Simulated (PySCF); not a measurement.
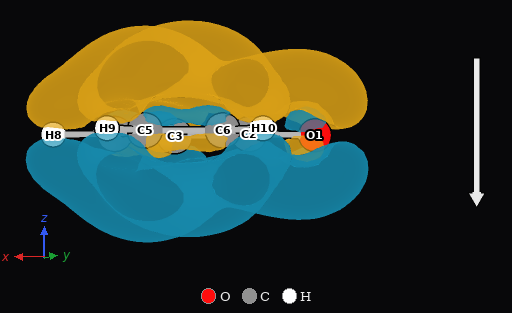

C5H4O, SMILES `O=C1C=CC=C1`. Change of the electron density in a uniform field of 0.51 V/Å along −z (arrow), surfaces at ±0.002 e/Å³ (yellow: gain, teal: loss).

Level of theory: HF/def2-SVPD (PySCF), at a geometry from GFN2-xTB. No frequency check shows the geometry to be a minimum.

The calculation's input:

```python
import numpy as np
from pyscf import gto, scf, dft
from pyscf.scf import atom_ks, atom_hf
from scipy.linalg import block_diag

def solve(mol, dm0=None, hcore=None):
    mf = scf.UHF(mol) if mol.spin else scf.RHF(mol)
    mf = mf.density_fit(auxbasis='def2-universal-jkfit')
    mf.conv_tol, mf.max_cycle = 1e-8, 80
    if hcore is not None:
        mf.get_hcore = lambda *args: hcore
    mf.kernel(dm0)
    if not mf.converged:
        mf = mf.newton().run(mf.mo_coeff, mf.mo_occ, max_cycle=30)
    assert mf.converged, 'SCF not converged'
    return mf

mol = gto.M(atom='''
O     -2.02864    -0.00008     0.00000
C     -0.82498     0.00015     0.00000
C      0.08943    -1.18657     0.00000
C      1.34507    -0.73964     0.00000
C      1.34505     0.73964     0.00000
C      0.08939     1.18653     0.00000
H     -0.26617    -2.19862     0.00000
H      2.24891    -1.32233     0.00000
H      2.24888     1.32235     0.00000
H     -0.26623     2.19858     0.00000
''', basis='def2-svpd', charge=0, spin=0, verbose=4)
field = np.array([-0.0, -0.0, -0.01])  # atomic units
mol.set_common_orig(mol.atom_charges() @ mol.atom_coords() / mol.atom_charges().sum())
mf = solve(mol)
out = dict(dm0=mf.make_rdm1(), d0=mf.dip_moment(unit='AU'), e0=mf.e_tot)
for name, sign in (('p', 1), ('m', -1)):
    h = mf.get_hcore() + sign * np.einsum('x,xij->ij', field, mol.intor('int1e_r'))
    mi = solve(mol, mf.make_rdm1(), h)
    out.update({'dm' + name: mi.make_rdm1(), 'd' + name: mi.dip_moment(unit='AU'), 'e' + name: mi.e_tot})
# spherically averaged free atoms, for the promolecule
atm = scf.atom_hf.get_atm_nrhf(mol)
pro = block_diag(*[(atm[a[0]][2] * atm[a[0]][3]) @ atm[a[0]][2].T for a in mol._atom])
np.savez('result.npz', pro=pro, **out)
```

Command:

```sh
OMP_NUM_THREADS=1 python input.py
```

The run took 6 s on 1 thread of Arm Neoverse V1 (shared host), peak memory 0.3 GiB.

Partitions, critical points and surface values were worked out afterwards from this run's density.

**How large is the response?**

The induced dipole is 0.92 D (along the field); α along this axis, from the fields in both directions, is 36 bohr³ (5.3 Å³).

**Which atoms gain and lose the most charge?**

Hardly any: no atom's Hirshfeld charge changes by as much as 0.002 e. The density shifts from one side of each atom to the other; 0.097 electrons are displaced in all.
